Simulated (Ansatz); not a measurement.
A series of calculations on AlBH$_{6}$O

Part 1: Relaxation

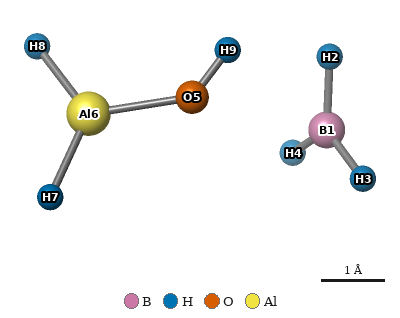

This is the input geometry for a relaxation of AlBH$_{6}$O. The picture is a ball-and-stick view, seen at a tilt.

The run prepares an end point of a later path (reaction) calculation, from a guessed geometry.

Theory: RHF/def2-SVP in Ansatz.

Input file:
```yaml
crystal:
  periodic: [false, false, false]
  atoms:
    - { symbol: B, position_ang: [0.223978, 0.459819, 0.000503] }
    - { symbol: H, position_ang: [-0.251406, 0.465579, 1.096598] }
    - { symbol: H, position_ang: [1.40795, 0.55523, -0.135473] }
    - { symbol: H, position_ang: [-0.505, 0.460404, -0.950987] }
    - { symbol: O, position_ang: [-0.070449, -2.04345, 0.658195] }
    - { symbol: Al, position_ang: [-0.862056, -3.34688, -0.095827] }
    - { symbol: H, position_ang: [0.012359, -4.251798, -1.032686] }
    - { symbol: H, position_ang: [-2.396225, -3.579883, 0.171673] }
    - { symbol: H, position_ang: [-0.39785, -1.389622, 1.290705] }
basis:
  gaussian: { orbitals: def2-SVP }
hamiltonian:
  xc: hf
relax:
  f_tol: 0.03
  max_steps: 50
output:
  orbitals: {}
```

Launched with:
```bash
ansatz run input.yaml --threads 1 --pin off --max-ram 2048MiB --backend cpu --events-out ev --progress --plain --runs-dir out
```

### Predict the outcome.

H4 moves most after the best rigid fit: 1.30 Å. By element the largest moves are H 1.30 Å, Al 0.88 Å, B 0.85 Å, O 0.57 Å. Among the contacts that change: H4–Al6 3.918 → 1.767 Å, B1–Al6 3.960 → 2.351 Å, B1–O5 2.605 → 1.554 Å, O5–Al6 1.701 → 1.838 Å. New bonds form, among them: B1–Al6 (3.96 → 2.35 Å), B1–O5 (2.60 → 1.55 Å), H4–Al6 (3.92 → 1.77 Å). Among the angles between lasting bonds that change: H3–B1–H4 120.8° → 106.3°, H2–B1–H4 119.1° → 106.4°, O5–Al6–H8 119.4° → 112.4°. Groups turn about O5–Al6 by about 30°. After 18 accepted moves (19 points after the start) the energy has fallen by 100.3 kJ/mol. The largest force component goes from 1.2 to 0.018 eV/Å. The line search rejected the trial step at point 17 of the run. Cost: 23 s on 1 thread of Arm Neoverse V1, on a shared host, peak memory 0.14 GiB.

Final geometry:

```xyz
9

B     0.0552   -0.3567    0.1480
H    -0.6843    0.4404    0.6678
H     1.1200    0.0226   -0.2603
H    -0.5923   -0.8394   -0.8989
O     0.1792   -1.6555    0.9917
Al   -0.7531   -2.5087   -0.3429
H     0.1273   -3.4273   -1.2599
H    -2.2517   -2.7787    0.0506
H    -0.0389   -1.5674    1.9067
```

After the run, drawn alike:

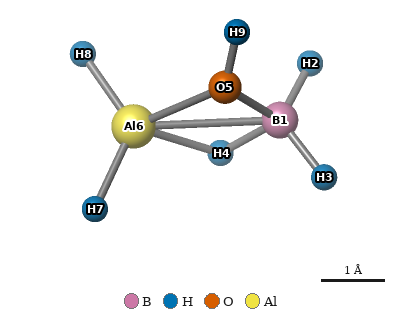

Limits of the set-up: Hartree-Fock leaves out electron correlation.

Part 2: Relaxation

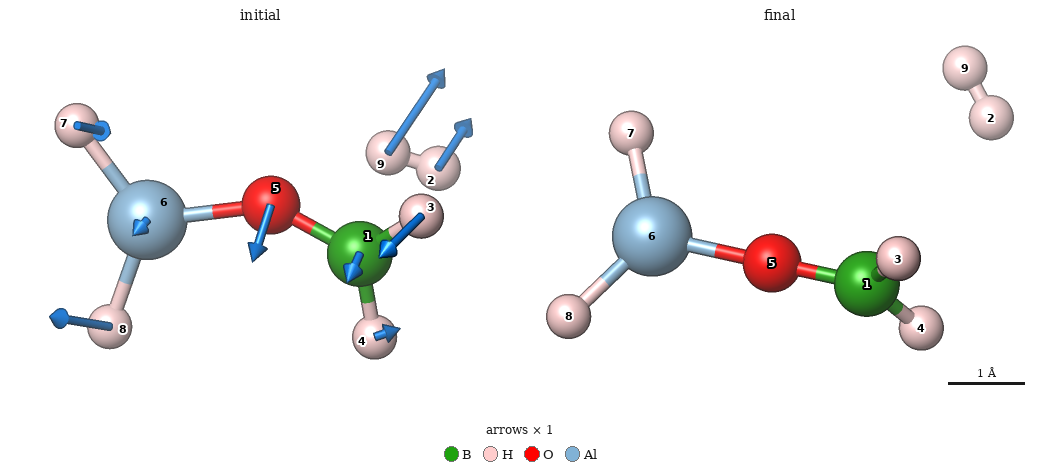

The structure of AlBH₆O before (left) and after (right) a relaxation, at one scale. The blue arrows give the displacements, at their true length.

The picture is a ball-and-stick view, seen at a tilt.

The run prepares an end point of a later path (reaction) calculation, from a guessed geometry.

The calculation used Ansatz, RHF/def2-SVP.

Input file:
```yaml
crystal:
  periodic: [false, false, false]
  atoms:
    - { symbol: B, position_ang: [0.022209, -0.313402, -0.353237] }
    - { symbol: H, position_ang: [0.080752, 0.055113, 2.015914] }
    - { symbol: H, position_ang: [1.055355, 0.29734, -0.437968] }
    - { symbol: H, position_ang: [-1.029457, 0.261764, -0.509897] }
    - { symbol: O, position_ang: [0.037573, -1.670103, -0.146795] }
    - { symbol: Al, position_ang: [-0.810009, -3.132366, -0.384745] }
    - { symbol: H, position_ang: [-0.037477, -4.46825, -0.103631] }
    - { symbol: H, position_ang: [-2.296669, -3.075155, -0.894795] }
    - { symbol: H, position_ang: [0.139023, -0.62554, 1.817853] }
basis:
  gaussian: { orbitals: def2-SVP }
hamiltonian:
  xc: hf
relax:
  f_tol: 0.03
  max_steps: 50
```

Launched with:
```bash
ansatz run input.yaml --threads 1 --pin off --max-ram 2048MiB --backend cpu --events-out ev --progress --plain --runs-dir out
```

> What changed between the two?

The atom that moves furthest after the best rigid fit is H9 (1.58 Å). By element the largest moves are H 1.58 Å, O 0.83 Å, B 0.51 Å, Al 0.34 Å. Among the contacts that change: B1–O5 1.372 → 1.333 Å, H2–H9 0.711 → 0.747 Å, O5–Al6 1.707 → 1.693 Å, B1–H3 1.203 → 1.207 Å. Among the angles between lasting bonds that change: B1–O5–Al6 145.1° → 179.6°. Over 22 accepted moves (25 points after the start) the energy falls by 35.6 kJ/mol. The largest force component goes from 1.4 to 0.0024 eV/Å. The line search rejected the trial steps at points 9, 14, 15 of the run. The forces were under the threshold at step 13, but the run went on from there. The run took 27 s on 1 thread of Arm Neoverse V1, with other jobs on the host, peak memory 0.14 GiB.

Limits of the set-up: Hartree-Fock leaves out electron correlation.

Part 3: Path

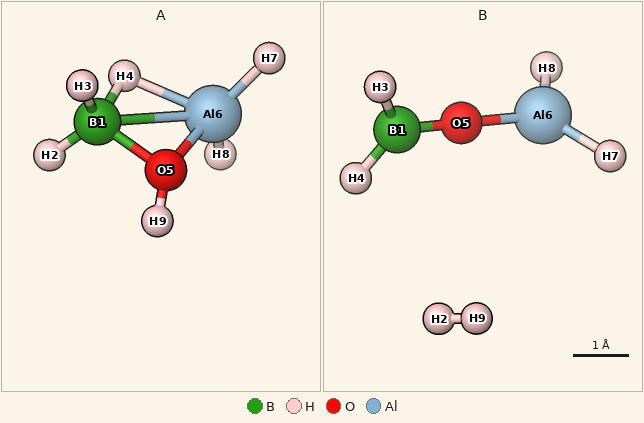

The two relaxed end points of a path for AlBH₆O. The picture is a ball-and-stick view, seen at a tilt.

The calculation used Ansatz, RHF/def2-SVP.

Run with 5 movable images; climbing image; force threshold 0.05 eV/Å; iteration limit 60.

Start:
```xyz
9

B     0.0627   -0.3598    0.1598
H    -0.6911    0.4458    0.6449
H     1.1472    0.0085   -0.2044
H    -0.5442   -0.8411   -0.9118
O     0.1392   -1.6563    1.0127
Al   -0.7432   -2.5066   -0.3571
H     0.1670   -3.4366   -1.2325
H    -2.2596   -2.7619   -0.0264
H    -0.1167   -1.5626    1.9174
```

End:
```xyz
9

B     0.0594   -0.3380   -0.8113
H    -0.1214    0.2126    3.0402
H     1.1710   -0.0698   -1.1979
H    -0.6792    0.5457   -0.4494
O    -0.3519   -1.6055   -0.7854
Al   -0.8784   -3.2134   -0.7403
H    -0.6095   -4.0400    0.5668
H    -1.6043   -3.7850   -2.0093
H     0.1756   -0.3773    3.3892
```

Q: What barrier does the band find between them, and by what path?

A: Forward barrier 48.4 kcal/mol, backward barrier 53.0 kcal/mol, with image 3 at the top; the reaction energy is −4.6 kcal/mol. Breaking: B1–H2 (1.21 → 1.36 at the top → 3.89 Å), H4–Al6 (1.77 → 3.67 at the top → 3.78 Å), O5–H9 (0.94 → 1.22 at the top → 4.38 Å). Forming: H2–H9 (2.45 → 1.02 at the top → 0.75 Å). The band is converged. At the top, the vibrational analysis gives one imaginary mode (1903i cm⁻¹), as a transition state must have.

Energies of the converged images:

| image | path (Å) | E (kcal/mol) |
| --- | --- | --- |
| 0 | 0.00 | 0.0 |
| 1 | 1.74 | 12.8 |
| 2 | 3.48 | 14.4 |
| 3 | 5.23 | 48.4 |
| 4 | 6.44 | 0.3 |
| 5 | 7.65 | -4.5 |
| 6 | 8.86 | -4.6 |

The geometry at the top of the path:

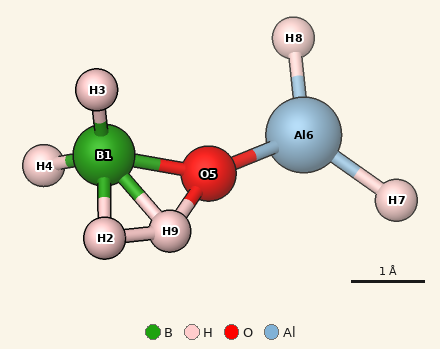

Limits of the set-up: Hartree-Fock leaves out electron correlation.
